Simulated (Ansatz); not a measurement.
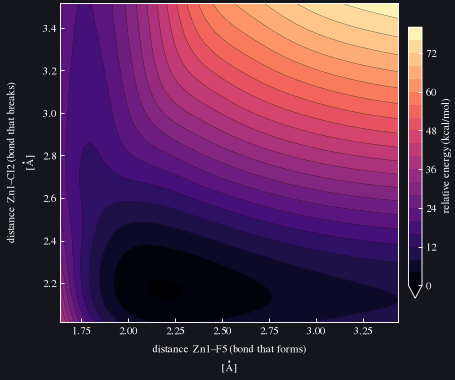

Energy landscape of the reacting system Cl₂FHZn (fragments Cl₂Zn + FH where the first distance is long, ClFZn + ClH where the second is long). Coordinates scanned: (1) distance Zn1–F5 (bond that forms); (2) distance Zn1–Cl2 (bond that breaks). Relaxed at each point: all other coordinates. Grid: 9 × 9 points. Points are written as (first, second). All energies are given in kcal/mol relative to the lowest grid point. The reference is spin-restricted, so regions where a bond is pulled apart into radicals lie too high. The calculation used Ansatz, RKS PBE0-D4/def2-SVP.

Drawn: filled contours. Between grid points the surface is interpolated. 

### Describe this landscape.

The lowest grid point is at (2.166 Å, 2.127 Å). No other kind of well shows on this grid. The highest grid point, (3.438 Å, 3.516 Å), lies 79.1 kcal/mol above the lowest.

The input of one point:

```yaml
crystal:
  periodic: [false, false, false]
  atoms:
    - { symbol: Zn, position_ang: [-0.17938, -0.114409, -0.728811] }
    - { symbol: Cl, position_ang: [1.744251, -0.704598, -0.039282] }
    - { symbol: Cl, position_ang: [-1.828755, 0.219967, -1.992456] }
    - { symbol: H, position_ang: [0.578231, 0.12875, 1.408165] }
    - { symbol: F, position_ang: [-0.314247, 0.470392, 1.352384] }
basis:
  gaussian: { orbitals: def2-SVP }
hamiltonian:
  xc: pbe0
  dispersion: d4
output:
  forces: true
relax:
  f_tol: 0.02
  max_steps: 50
  escape_saddle: false
  constraints: [{ distance: [0, 4] }, { distance: [0, 1] }]
scf:
  lower_state_search: "off"
```

Each point was launched as `ansatz run input.yaml --threads 1 --pin off --max-ram 2560MiB --backend cpu --events-out ev --progress --plain --runs-dir out`. The whole map (81 points run) took 23 min on 1 thread of Arm Neoverse V1, with other jobs on the host.
